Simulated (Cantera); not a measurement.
Charge: 1 mol acetone, 0.65 mol CO₂, 21 mol H₂, equilibrated at 100 Torr.

These are equilibrium values from Cantera (NASA tables, ideal gas, pure condensed phases), not measurements of a reactor. Candidate condensed phases: C, C₆H₆, C₇H₈, C₈H₁₈, H₂O; 110 gas species. The feed counts by its element totals alone. Kinetics and transport are ignored.

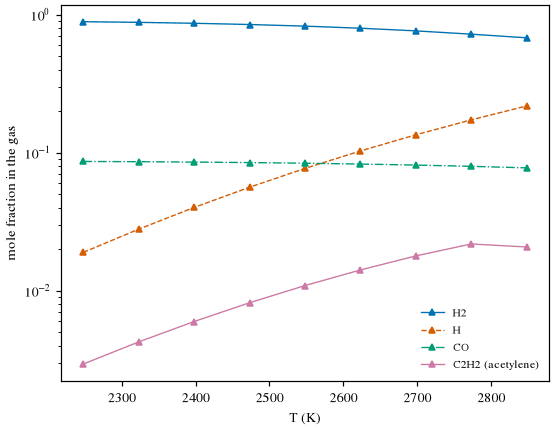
Equilibrium gas composition (values under 1e-9 drawn at 1e-9)

From 2248 K to 2698 K the condensed part is C(graphite). From 2773 K to 2848 K nothing is condensed. The main C-bearing gas is CO throughout.
